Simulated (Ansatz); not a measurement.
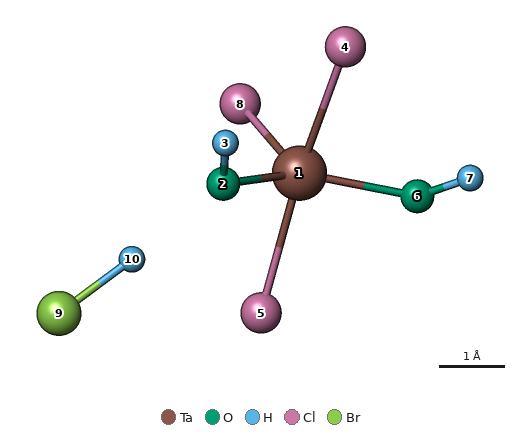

The structure as given in the input (ball-and-stick view, seen at a tilt; atoms are numbered from 1 in the order of the input). Sticks mark near contacts. Bond lengths as drawn: Br–H 1.46 Å, Cl–Ta 2.30 to 2.40 Å, H–O 0.97 to 0.98 Å and O–Ta 1.89 to 1.94 Å.

## TaH$_{3}$BrCl$_{3}$O$_{2}$: nudged elastic band

TaH$_{3}$BrCl$_{3}$O$_{2}$, computed with RKS PBE/def2-SVP (Ansatz 0.2.0).

It belongs to a series of runs on one base structure; here: band between the two ends. Figures and captions count atoms from 1; the log counts them from 0 in places.

## Input
```yaml
crystal:
  periodic: [false, false, false]
  atoms:
    - { symbol: Ta, position_ang: [-0.361938, 0.013468, 0.143448] }
    - { symbol: O, position_ang: [1.397794, -0.797551, 0.16528] }
    - { symbol: H, position_ang: [1.936626, -0.819967, 0.980943] }
    - { symbol: Cl, position_ang: [0.090251, 0.324841, 2.479287] }
    - { symbol: Cl, position_ang: [-0.234363, -0.024713, -2.183464] }
    - { symbol: O, position_ang: [-0.96434, 1.805492, 0.153948] }
    - { symbol: H, position_ang: [-0.823074, 2.57562, 0.734016] }
    - { symbol: Cl, position_ang: [-2.087483, -1.477772, 0.406008] }
    - { symbol: Br, position_ang: [3.153946, -2.515051, -2.09359] }
    - { symbol: H, position_ang: [2.354579, -1.743467, -1.150675] }
basis:
  gaussian: { orbitals: def2-SVP }
hamiltonian:
  xc: pbe
neb:
  order_check: false
  images: 7
  f_tol: 0.05
  max_iterations: 60
  final_atoms:
    - { symbol: Ta, position_ang: [-0.2383028, -0.60302929, -0.05971427] }
    - { symbol: O, position_ang: [1.99163787, 0.1943725, -0.06038687] }
    - { symbol: H, position_ang: [2.30171833, 0.04014937, 0.85950795] }
    - { symbol: Cl, position_ang: [0.42893004, -1.08876635, 2.17184124] }
    - { symbol: Cl, position_ang: [-0.16711784, 0.14371746, -2.30704287] }
    - { symbol: O, position_ang: [-0.5919477, 1.19519269, 0.41840393] }
    - { symbol: H, position_ang: [-0.41195855, 2.08365038, 0.06193968] }
    - { symbol: Cl, position_ang: [-2.35239334, -1.48608145, 0.02605833] }
    - { symbol: Br, position_ang: [1.0029365, -2.68771411, -0.87286341] }
    - { symbol: H, position_ang: [2.49849548, -0.45059121, -0.60254273] }
  initial_path:
    images:
      - { positions_ang: [[-0.361938, 0.013468, 0.143448], [1.397794, -0.797551, 0.16528], [1.936626, -0.819967, 0.980943], [0.090251, 0.324841, 2.479287], [-0.234363, -0.024713, -2.183464], [-0.96434, 1.805492, 0.153948], [-0.823074, 2.57562, 0.734016], [-2.087483, -1.477772, 0.406008], [3.153946, -2.515051, -2.09359], [2.354579, -1.743467, -1.150675]] }
      - { positions_ang: [[-0.26370455, 0.02207074, 0.10261534], [1.64389338, -0.65271398, 0.15251084], [2.10529803, -0.81359259, 0.96353474], [0.0393105, 0.24698387, 2.47087667], [-0.1318966, 0.00205161, -2.25895074], [-0.91733795, 1.82895435, 0.10513135], [-0.93915491, 2.44526724, 0.75448564], [-1.92366956, -1.59301236, 0.27115222], [2.55629618, -2.50083169, -1.91849061], [2.29296348, -1.6442772, -1.00766445]] }
      - { positions_ang: [[-0.16547111, 0.03067349, 0.06178268], [1.88999276, -0.50787695, 0.13974169], [2.27397006, -0.80721818, 0.94612649], [-0.01163001, 0.16912674, 2.46246633], [-0.0294302, 0.02881623, -2.33443748], [-0.87033589, 1.85241671, 0.0563147], [-1.05523581, 2.31491449, 0.77495527], [-1.75985612, -1.70825272, 0.13629644], [1.95864637, -2.48661238, -1.74339121], [2.23134795, -1.54508741, -0.86465391]] }
      - { positions_ang: [[-0.06723766, 0.03927623, 0.02095001], [2.13609214, -0.36303993, 0.12697253], [2.44264209, -0.80084378, 0.92871823], [-0.06257051, 0.09126962, 2.454056], [0.07303619, 0.05558084, -2.40992422], [-0.82333384, 1.87587906, 0.00749806], [-1.17131672, 2.18456173, 0.79542491], [-1.59604268, -1.82349308, 0.00144066], [1.36099655, -2.47239308, -1.56829182], [2.16973243, -1.44589761, -0.72164336]] }
      - { positions_ang: [[0.03099579, 0.04787897, -0.01988265], [2.38219152, -0.21820291, 0.11420337], [2.61131412, -0.79446937, 0.91130997], [-0.11351101, 0.01341249, 2.44564566], [0.17550259, 0.08234545, -2.48541096], [-0.77633178, 1.89934142, -0.04131859], [-1.28739763, 2.05420898, 0.81589454], [-1.43222924, -1.93873344, -0.13341511], [0.76334673, -2.45817377, -1.39319242], [2.10811691, -1.34670782, -0.57863282]] }
      - { positions_ang: [[-0.03632886, -0.11484809, -0.02984055], [2.28455311, -0.11505906, 0.07055581], [2.53391518, -0.58581468, 0.89835947], [0.02209925, -0.26213222, 2.37719456], [0.08984748, 0.09768845, -2.44081894], [-0.73023576, 1.72330423, 0.07361204], [-1.06853786, 2.06156933, 0.62740583], [-1.66227027, -1.82557044, -0.09354675], [0.82324418, -2.51555885, -1.26311017], [2.20571155, -1.12267867, -0.5846103]] }
      - { positions_ang: [[-0.1036535, -0.27757516, -0.03979846], [2.18691469, -0.0119152, 0.02690825], [2.45651623, -0.37716, 0.88540896], [0.15770951, -0.53767693, 2.30874345], [0.00419238, 0.11303145, -2.39622691], [-0.68413974, 1.54726705, 0.18854267], [-0.84967809, 2.06892968, 0.43891711], [-1.89231129, -1.71240744, -0.05367839], [0.88314162, -2.57294394, -1.13302791], [2.3033062, -0.89864951, -0.59058777]] }
      - { positions_ang: [[-0.17097815, -0.44030223, -0.04975636], [2.08927628, 0.09122865, -0.01673931], [2.37911728, -0.16850531, 0.87245846], [0.29331978, -0.81322164, 2.24029234], [-0.08146273, 0.12837446, -2.35163489], [-0.63804372, 1.37122987, 0.3034733], [-0.63081832, 2.07629003, 0.2504284], [-2.12235232, -1.59924444, -0.01381003], [0.94303906, -2.63032902, -1.00294566], [2.40090084, -0.67462036, -0.59656525]] }
      - { positions_ang: [[-0.2383028, -0.60302929, -0.05971427], [1.99163787, 0.1943725, -0.06038687], [2.30171833, 0.04014937, 0.85950795], [0.42893004, -1.08876635, 2.17184124], [-0.16711784, 0.14371746, -2.30704287], [-0.5919477, 1.19519269, 0.41840393], [-0.41195855, 2.08365038, 0.06193968], [-2.35239334, -1.48608145, 0.02605833], [1.0029365, -2.68771411, -0.87286341], [2.49849548, -0.45059121, -0.60254273]] }
```

Machine: 4 threads of Intel Xeon @ 2.50GHz (Skylake/Cascade Lake), 12 GiB of memory available, shared host.

Launch command:
```bash
ansatz run input.yaml --threads 4 --pin off --max-ram 5120MiB --backend cpu --events-out ev --progress --plain --runs-dir out
```

## Output
```
Engine: ansatz 0.2.0, x86_64-unknown-linux-gnu
Functional definition: PBE
  parameter kappa = 0.804
  parameter beta = 0.06672455060314922
  exchange = pbe_x(kappa = kappa, mu = beta*pi^2/3)
  correlation = pbe_c(beta = beta)
1694 factors; their error is unknown
mean field evaluation 1: about -113252.7588 eV, gradient 8.1e1 eV
mean field evaluation 2: about -112999.4258 eV, gradient 3.0e2 eV
mean field evaluation 4: about -113261.3881 eV, gradient 3.6e1 eV
mean field evaluation 8: about -113264.6723 eV, gradient 3.7e-1 eV
mean field evaluation 16: about -113264.5546 eV, gradient 6.0e-3 eV
mean field -113264.55463314 eV, -4162.3956092954 hartree, gradient 4.3e-5 eV, S^2 0.000000; 0 other end points of the search recorded, 0 dependent functions left out
the calculation of the forces begins
reference -113264.55469788 eV, -4162.3956116746 hartree; 59, 59 occupied and 102, 102 virtual orbitals, 1694 factors
1694 factors; their error is unknown
mean field evaluation 32: about -113265.2497 eV, gradient 2.5e-1 eV
mean field -113265.12825550 eV, -4162.4166895283 hartree, gradient 3.8e-5 eV, S^2 0.000000; 0 other end points of the search recorded, 0 dependent functions left out
[... from here on the field's lines of each further geometry are left out, up to the last ...]
NEB iter   1: max|band force component| = 7.302e1 eV/Å  barrier→ = 9.9613 eV  barrier← = 10.5350 eV  Δτ_max = 0.2000 Å  (427 SCF iters)
NEB iter   2: max|band force component| = 6.944e0 eV/Å  barrier→ = 2.6876 eV  barrier← = 3.2613 eV  Δτ_max = 0.2000 Å  (283 SCF iters)
NEB iter   3: max|band force component| = 4.461e0 eV/Å  barrier→ = 1.1270 eV  barrier← = 1.7006 eV  Δτ_max = 0.2000 Å  (265 SCF iters)
NEB iter   4: max|band force component| = 1.375e0 eV/Å  barrier→ = 0.6619 eV  barrier← = 1.2356 eV  Δτ_max = 0.2000 Å  (261 SCF iters)
NEB iter   5: max|band force component| = 1.338e0 eV/Å  barrier→ = 0.4373 eV  barrier← = 1.0110 eV  Δτ_max = 0.1973 Å  (249 SCF iters)
NEB iter   6: max|band force component| = 8.985e-1 eV/Å  barrier→ = 0.4867 eV  barrier← = 1.0603 eV  Δτ_max = 0.2000 Å  (248 SCF iters)
NEB iter   7: max|band force component| = 1.444e0 eV/Å  barrier→ = 0.5121 eV  barrier← = 1.0857 eV  Δτ_max = 0.1001 Å  (249 SCF iters)
NEB iter   8: max|band force component| = 5.576e-1 eV/Å  barrier→ = 0.4750 eV  barrier← = 1.0487 eV  Δτ_max = 0.0500 Å  (240 SCF iters)
NEB iter   9: max|band force component| = 4.261e-1 eV/Å  barrier→ = 0.3682 eV  barrier← = 0.9418 eV  CI = image 4  Δτ_max = 0.0501 Å  (234 SCF iters)
NEB iter  10: max|band force component| = 3.719e-1 eV/Å  barrier→ = 0.3563 eV  barrier← = 0.9300 eV  CI = image 4  Δτ_max = 0.1005 Å  (227 SCF iters)
NEB iter  11: max|band force component| = 3.406e-1 eV/Å  barrier→ = 0.3105 eV  barrier← = 0.8841 eV  CI = image 4  Δτ_max = 0.2000 Å  (239 SCF iters)
NEB iter  12: max|band force component| = 3.153e-1 eV/Å  barrier→ = 0.2499 eV  barrier← = 0.8235 eV  CI = image 4  Δτ_max = 0.2000 Å  (251 SCF iters)
NEB iter  13: max|band force component| = 5.153e-1 eV/Å  barrier→ = 0.2145 eV  barrier← = 0.7881 eV  CI = image 4  Δτ_max = 0.1007 Å  (251 SCF iters)
NEB iter  14: max|band force component| = 3.360e-1 eV/Å  barrier→ = 0.2063 eV  barrier← = 0.7799 eV  CI = image 4  Δτ_max = 0.0989 Å  (238 SCF iters)
NEB iter  15: max|band force component| = 2.363e-1 eV/Å  barrier→ = 0.2032 eV  barrier← = 0.7768 eV  CI = image 4  Δτ_max = 0.0997 Å  (228 SCF iters)
NEB iter  16: max|band force component| = 1.173e-1 eV/Å  barrier→ = 0.1984 eV  barrier← = 0.7720 eV  CI = image 4  Δτ_max = 0.1147 Å  (228 SCF iters)
NEB iter  17: max|band force component| = 1.352e-1 eV/Å  barrier→ = 0.1962 eV  barrier← = 0.7698 eV  CI = image 4  Δτ_max = 0.0589 Å  (227 SCF iters)
NEB iter  18: max|band force component| = 8.415e-2 eV/Å  barrier→ = 0.1953 eV  barrier← = 0.7689 eV  CI = image 4  Δτ_max = 0.0581 Å  (220 SCF iters)
NEB iter  19: max|band force component| = 5.888e-2 eV/Å  barrier→ = 0.1945 eV  barrier← = 0.7682 eV  CI = image 4  Δτ_max = 0.0575 Å  (214 SCF iters)
NEB iter  20: max|band force component| = 1.248e-1 eV/Å  barrier→ = 0.1941 eV  barrier← = 0.7677 eV  CI = image 4  Δτ_max = 0.0290 Å  (232 SCF iters)
the calculation of the forces begins
reference -113265.11529697 eV, -4162.4162133109 hartree; 59, 59 occupied and 102, 102 virtual orbitals, 1694 factors
1694 factors; their error is unknown
mean field -113264.36084775 eV, -4162.3884878137 hartree, gradient 1.6e-5 eV, S^2 0.000000; 1 other end points of the search recorded, 0 dependent functions left out
the calculation of the forces begins
reference -113264.36091342 eV, -4162.3884902271 hartree; 59, 59 occupied and 102, 102 virtual orbitals, 1694 factors
NEB iter  21: max|band force component| = 4.677e-2 eV/Å  barrier→ = 0.1938 eV  barrier← = 0.7674 eV  CI = image 4  Δτ_max = 0.0000 Å  (466 SCF iters)
```

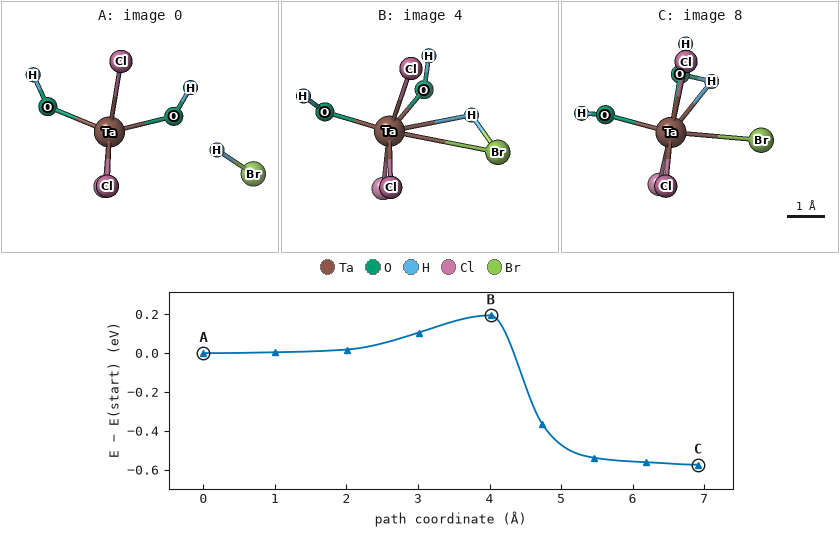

Images of the last band (counted from 0; ball-and-stick, seen at a tilt) above the energy along the path; the line is a cubic interpolation that uses the forces. The highest image is number 4, 0.194 eV above the start and 0.767 eV above the end (the climbing image); the end lies 0.574 eV below the start. The path is 6.91 Å long. The band converged in 21 iterations.

```
Total energy: -113264.36091342 eV, -4162.3884902271 hartree
Atom 0 at    -0.023536    -0.120115    -0.176197 Å, force    -0.002342     0.012916    -0.005678 eV/Å
Atom 1 at     2.003920    -0.051044    -0.146226 Å, force     0.005329    -0.000132    -0.009906 eV/Å
Atom 2 at     2.427031     0.034807     0.732357 Å, force    -0.003213    -0.001358     0.004111 eV/Å
Atom 3 at     0.210808    -0.696000     2.126189 Å, force     0.000570     0.000341     0.002607 eV/Å
Atom 4 at     0.151608     0.208207    -2.479759 Å, force    -0.000134    -0.000654     0.003311 eV/Å
Atom 5 at    -0.606439     1.612970     0.227388 Å, force    -0.001861    -0.020277     0.010176 eV/Å
Atom 6 at    -1.089743     2.011293     0.974136 Å, force     0.002890     0.010498    -0.006152 eV/Å
Atom 7 at    -2.011679    -1.321235    -0.307272 Å, force     0.000000    -0.003435    -0.001413 eV/Å
Atom 8 at     1.304964    -2.821579    -0.782342 Å, force     0.000137     0.005432    -0.001258 eV/Å
Atom 9 at     2.095064    -1.516404    -0.533072 Å, force    -0.001376    -0.003331     0.004201 eV/Å
Dipole moment:     0.118521     0.517268     0.432626 e Å
this run last wrote the band of iteration 21 to [file]
```

## The last band as extended XYZ (Å, eV, eV/Å)
```
10
Properties=species:S:1:pos:R:3:forces:R:3 image=0 energy=-113264.55463
Ta   -0.3619    0.0135    0.1434   -0.0086   0.0071   0.0024
O     1.3978   -0.7976    0.1653    0.0119  -0.0040  -0.0054
H     1.9366   -0.8200    0.9809   -0.0049   0.0019   0.0003
Cl    0.0903    0.3248    2.4793   -0.0046   0.0014   0.0005
Cl   -0.2344   -0.0247   -2.1835    0.0018  -0.0008  -0.0021
O    -0.9643    1.8055    0.1539    0.0065   0.0149   0.0156
H    -0.8231    2.5756    0.7340   -0.0015  -0.0226  -0.0147
Cl   -2.0875   -1.4778    0.4060   -0.0006   0.0009   0.0035
Br    3.1539   -2.5151   -2.0936   -0.0252   0.0251   0.0274
H     2.3546   -1.7435   -1.1507    0.0252  -0.0239  -0.0274
10
Properties=species:S:1:pos:R:3:forces:R:3 image=1 energy=-113264.55042
Ta   -0.2838    0.0831    0.0789   -0.0015   0.0002   0.0001
O     1.5487   -0.5432    0.0690    0.0001  -0.0026   0.0011
H     2.0849   -0.5588    0.8864   -0.0010  -0.0021   0.0010
Cl    0.1032    0.2360    2.4439   -0.0001   0.0018   0.0004
Cl   -0.1355    0.2860   -2.2386    0.0006  -0.0015   0.0008
O    -1.0677    1.7974    0.2441    0.0006  -0.0007   0.0001
H    -1.0198    2.4908    0.9267    0.0000   0.0014  -0.0016
Cl   -1.8462   -1.5948    0.1734   -0.0014   0.0011   0.0016
Br    2.7792   -3.0021   -1.8490    0.0026   0.0015  -0.0033
H     2.2990   -1.8534   -1.0996    0.0002   0.0009  -0.0002
10
Properties=species:S:1:pos:R:3:forces:R:3 image=2 energy=-113264.53634
Ta   -0.2038    0.1357   -0.0216   -0.0083   0.0030   0.0034
O     1.6796   -0.3006   -0.0540   -0.0011  -0.0086   0.0014
H     2.2210   -0.2973    0.7599   -0.0051  -0.0099   0.0029
Cl    0.0729   -0.0062    2.3579   -0.0022   0.0129   0.0027
Cl   -0.0943    0.5294   -2.3193   -0.0012   0.0037   0.0027
O    -1.0144    1.8154    0.2962   -0.0037   0.0004   0.0023
H    -1.0390    2.3663    1.0998    0.0003   0.0085  -0.0033
Cl   -1.6973   -1.6103   -0.1267    0.0037   0.0003   0.0033
Br    2.3297   -3.3342   -1.3981    0.0170  -0.0057  -0.0108
H     2.2075   -1.9573   -0.9588    0.0006  -0.0046  -0.0046
10
Properties=species:S:1:pos:R:3:forces:R:3 image=3 energy=-113264.44913
Ta   -0.1020    0.0711   -0.1048   -0.0034   0.0300   0.0046
O     1.8405   -0.0828   -0.0943   -0.0232  -0.0039   0.0064
H     2.3340   -0.0552    0.7491   -0.0135  -0.0136   0.0049
Cl    0.0837   -0.4168    2.2282   -0.0180   0.0362   0.0137
Cl    0.0364    0.3829   -2.4149   -0.0103   0.0197   0.0094
O    -0.7910    1.7763    0.2675   -0.0269   0.0193   0.0026
H    -1.0349    2.2118    1.1039    0.0123   0.0306   0.0100
Cl   -1.8091   -1.4882   -0.2895    0.0238  -0.0222  -0.0015
Br    1.7440   -3.2118   -1.0466    0.0531  -0.0491  -0.0247
H     2.1603   -1.8463   -0.7634    0.0062  -0.0470  -0.0254
10
Properties=species:S:1:pos:R:3:forces:R:3 image=4 energy=-113264.36085
Ta   -0.0235   -0.1201   -0.1762   -0.0023   0.0129  -0.0057
O     2.0039   -0.0510   -0.1462    0.0053  -0.0001  -0.0099
H     2.4270    0.0348    0.7324   -0.0032  -0.0014   0.0041
Cl    0.2108   -0.6960    2.1262    0.0006   0.0003   0.0026
Cl    0.1516    0.2082   -2.4798   -0.0001  -0.0007   0.0033
O    -0.6064    1.6130    0.2274   -0.0019  -0.0203   0.0102
H    -1.0897    2.0113    0.9741    0.0029   0.0105  -0.0062
Cl   -2.0117   -1.3212   -0.3073    0.0000  -0.0034  -0.0014
Br    1.3050   -2.8216   -0.7823    0.0001   0.0054  -0.0013
H     2.0951   -1.5164   -0.5331   -0.0014  -0.0033   0.0042
10
Properties=species:S:1:pos:R:3:forces:R:3 image=5 energy=-113264.92030
Ta   -0.1134   -0.3528   -0.2363   -0.0666  -0.2041  -0.0676
O     2.1373   -0.0843   -0.1779    0.1274   0.0093  -0.0542
H     2.4398    0.0097    0.7509    0.0075  -0.0596   0.0153
Cl    0.2779   -0.6915    2.1013    0.0447   0.0057   0.0135
Cl    0.1733    0.2043   -2.4834    0.0218   0.0083   0.0074
O    -0.6169    1.4227    0.1950    0.0045  -0.1623  -0.0219
H    -0.9789    1.9670    0.9186    0.1157  -0.0401  -0.0286
Cl   -2.1805   -1.3298   -0.3186   -0.1657  -0.0039  -0.0173
Br    1.0254   -2.7421   -0.6950   -0.2691   0.0684   0.0438
H     2.2980   -1.0623   -0.4194    0.1799   0.3781   0.1096
10
Properties=species:S:1:pos:R:3:forces:R:3 image=6 energy=-113265.09270
Ta   -0.1996   -0.5032   -0.2425   -0.0048  -0.0154   0.0120
O     2.0758    0.0921   -0.1473   -0.0089   0.0248   0.0030
H     2.3040   -0.0033    0.8049   -0.0186  -0.0069   0.0072
Cl    0.3119   -0.7514    2.1026   -0.0088  -0.0092  -0.0033
Cl    0.1361    0.0274   -2.4948    0.0002  -0.0154  -0.0028
O    -0.6047    1.2925    0.1827    0.0005  -0.0037  -0.0064
H    -0.6513    1.9647    0.8837    0.0377  -0.0042   0.0014
Cl   -2.3451   -1.3181   -0.2901   -0.0179   0.0026  -0.0013
Br    0.9051   -2.7927   -0.5857   -0.0096  -0.0072   0.0031
H     2.5297   -0.6671   -0.5783    0.0302   0.0344  -0.0129
10
Properties=species:S:1:pos:R:3:forces:R:3 image=7 energy=-113265.11523
Ta   -0.2537   -0.5869   -0.1342    0.0130  -0.0159  -0.0079
O     1.9826    0.1890   -0.0566    0.0221  -0.0098   0.0256
H     2.3195   -0.1424    0.8056   -0.0100   0.0119   0.0018
Cl    0.3267   -0.9193    2.1644    0.0071  -0.0200  -0.0009
Cl    0.0609   -0.0215   -2.4042   -0.0145   0.0227   0.0014
O    -0.6515    1.2050    0.2772   -0.0162   0.0093  -0.0222
H    -0.3924    2.1106    0.5137    0.0199   0.0050  -0.0103
Cl   -2.3894   -1.4219   -0.1679    0.0021  -0.0002   0.0050
Br    0.9549   -2.7810   -0.6278    0.0011  -0.0153   0.0129
H     2.5044   -0.2906   -0.7349   -0.0246   0.0122  -0.0054
10
Properties=species:S:1:pos:R:3:forces:R:3 image=8 energy=-113265.12826
Ta   -0.2383   -0.6030   -0.0597    0.0003   0.0002  -0.0038
O     1.9916    0.1944   -0.0604   -0.0031   0.0001  -0.0022
H     2.3017    0.0401    0.8595    0.0001  -0.0014  -0.0058
Cl    0.4289   -1.0888    2.1718   -0.0012  -0.0014   0.0017
Cl   -0.1671    0.1437   -2.3070    0.0001   0.0014   0.0037
O    -0.5919    1.1952    0.4184    0.0003   0.0228  -0.0048
H    -0.4120    2.0837    0.0619   -0.0017  -0.0179   0.0055
Cl   -2.3524   -1.4861    0.0261    0.0007  -0.0003   0.0011
Br    1.0029   -2.6877   -0.8729    0.0036  -0.0030  -0.0007
H     2.4985   -0.4506   -0.6025    0.0009  -0.0005   0.0053
```

## Key numbers

| quantity | value |
| --- | --- |
| outcome | converged |
| barrier, forward | 0.194 eV |
| barrier, backward | 0.767 eV |
| wall time | 7.4 min (CPU time 27 min) |
| peak memory | 0.32 GiB |

The order of the saddle point was not checked.
